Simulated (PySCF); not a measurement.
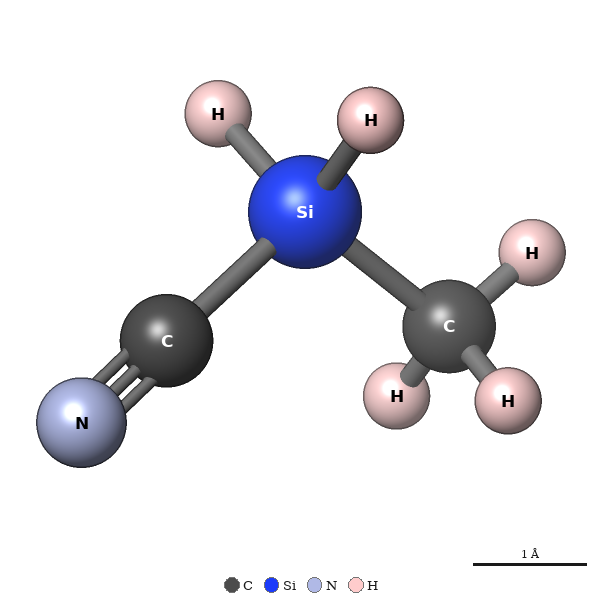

Rendered structure (ball-and-stick style).

What does the picture show?

The molecule is C₂H₅NSi. SMILES: `C[SiH2]C#N`. It has no ring. Among its groups: nitrile, Si–H bond. The point group is Cs. Coordination: 1 C tetrahedral; 1 Si tetrahedral; 1 C linear.

More results for the same structure follow; atom numbers are the same in all pictures, views and colours differ. The geometry was computed by an optimisation with PBE0-D3(BJ)/def2-SVP. No frequency run is at hand to confirm it as a minimum.

### Shape

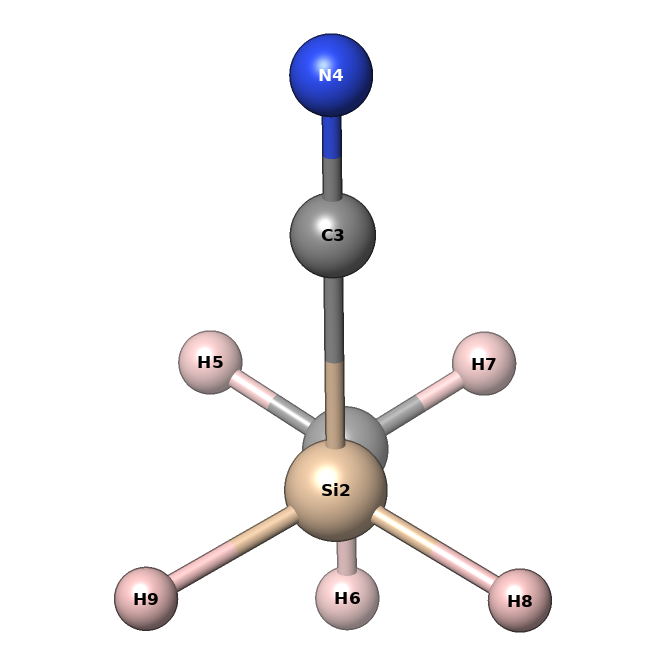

C1 lies behind Si2. The molecule seen nearly along the Si2–C1 bond, Si2 in front. Atoms fade into the background with distance from the viewer. No frequency run is at hand to confirm it as a minimum.

Question: What is the torsion angle C3–Si2–C1–H5? The sign is positive where the front bond must turn clockwise to cover the back bond.

Answer: −60°, synclinal (gauche). The bonds about Si2–C1 are staggered.

### Polarisability

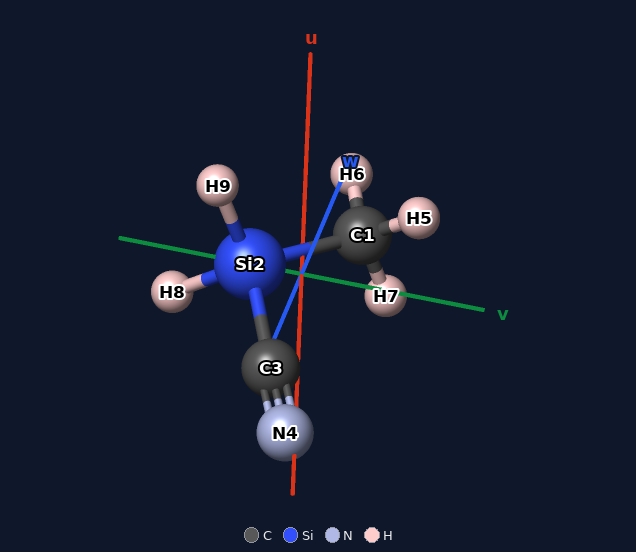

The lines u, v and w are the principal axes of the static dipole polarisability. No frequency run is at hand to confirm it as a minimum. Method: ωB97X-D/def2-SVPD in cyclohexane (IEF-PCM) (PySCF 2.14.0).

Question: Along which axis is the molecule most polarisable, and along which least?

Answer: Most along u (close to the long direction C1···N4), least along w.

Question: Give the three principal values.

Answer: u 73.2, v 56.9, w 51.3 bohr³; mean 60.5, anisotropy 19.7 bohr³.

### Levels of theory compared

No frequency run is at hand to confirm it as a minimum. Program: PySCF 2.14.0.

Compare HOMO energy (eV), HOMO–LUMO gap (eV) at these levels: BHandHLYP/aug-pcX-1 (pcseg-1 on H) (def2-SVPD on Si); PBE0/pcSseg-1 in cyclohexane (IEF-PCM); PBE0/pcSseg-1 in methanol (IEF-PCM); ωB97X-D/def2-SVPD; ωB97X-D/def2-SVPD in cyclohexane (IEF-PCM); ωB97X-D/def2-SVPD in methanol (IEF-PCM).

```json
{"level": "BHandHLYP/aug-pcX-1 (pcseg-1 on H) (def2-SVPD on Si)", "HOMO energy (eV)": "−10.73", "HOMO–LUMO gap (eV)": "10.84"}
{"level": "PBE0/pcSseg-1 in cyclohexane (IEF-PCM)", "HOMO energy (eV)": "−9.49", "HOMO–LUMO gap (eV)": "9.08"}
{"level": "PBE0/pcSseg-1 in methanol (IEF-PCM)", "HOMO energy (eV)": "−9.40", "HOMO–LUMO gap (eV)": "8.98"}
{"level": "ωB97X-D/def2-SVPD", "HOMO energy (eV)": "−11.44", "HOMO–LUMO gap (eV)": "12.62"}
{"level": "ωB97X-D/def2-SVPD in cyclohexane (IEF-PCM)", "HOMO energy (eV)": "−11.39", "HOMO–LUMO gap (eV)": "12.62"}
{"level": "ωB97X-D/def2-SVPD in methanol (IEF-PCM)", "HOMO energy (eV)": "−11.28", "HOMO–LUMO gap (eV)": "12.52"}
```

### NMR shielding

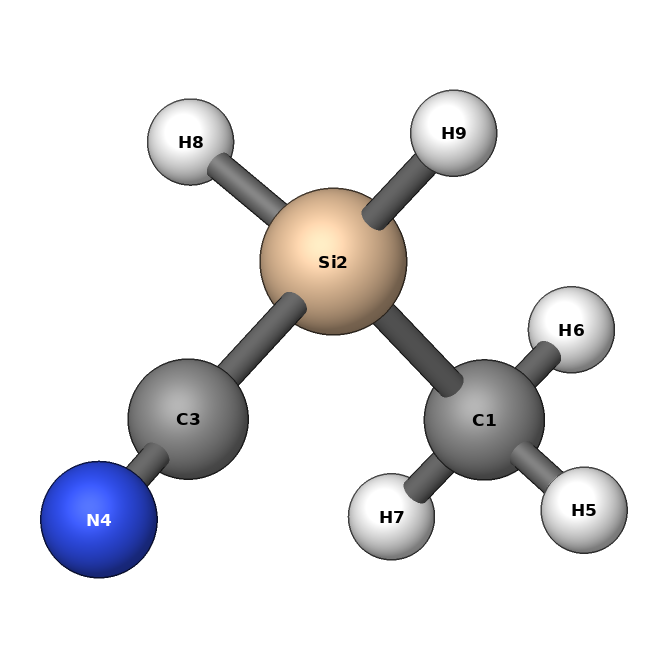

No frequency run is at hand to confirm it as a minimum. Properties computed with GIAO PBE0/pcSseg-1 NMR shielding, non-relativistic, IEF-PCM methanol (PySCF 2.14.0). Principal shieldings σ11 ≤ σ22 ≤ σ33, span Ω = σ33 − σ11, skew κ = 3(σiso − σ22)/Ω.

Give the shielding tensors of the Si atoms.

| atom | σ11 | σ22 | σ33 | σiso | Ω | κ |
| --- | --- | --- | --- | --- | --- | --- |
| Si2 | 390.4 | 393.2 | 465.0 | 416.2 | 74.6 | 0.93 |

Shieldings and span in ppm.

### Charges

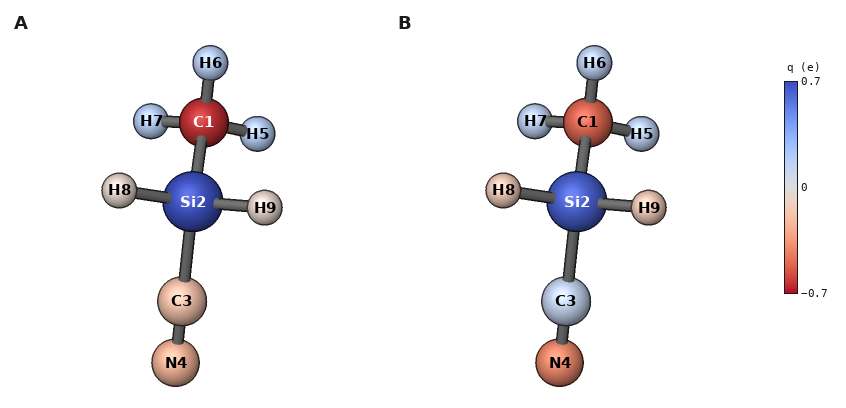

Atomic charges of one calculation by 2 schemes, on one colour scale. No frequency run is at hand to confirm it as a minimum. Level of theory: PBE0/pcSseg-1 in cyclohexane (IEF-PCM) (PySCF 2.14.0).

Question: The schemes are ESP-fitted, Mulliken. Which panel shows which?

Answer: A Mulliken, B ESP-fitted.

List the charges (e), one line for each set of equivalent atoms.

```csv
atom,Mulliken,ESP-fitted
C1,−0.64,−0.50
Si2,0.68,0.63
C3,−0.18,0.11
N4,−0.24,−0.40
"H5, H7",0.17,0.14
H6,0.16,0.14
"H8, H9",−0.06,−0.13
```

Mulliken values depend strongly on the basis set and can even reverse the polarity of a bond.
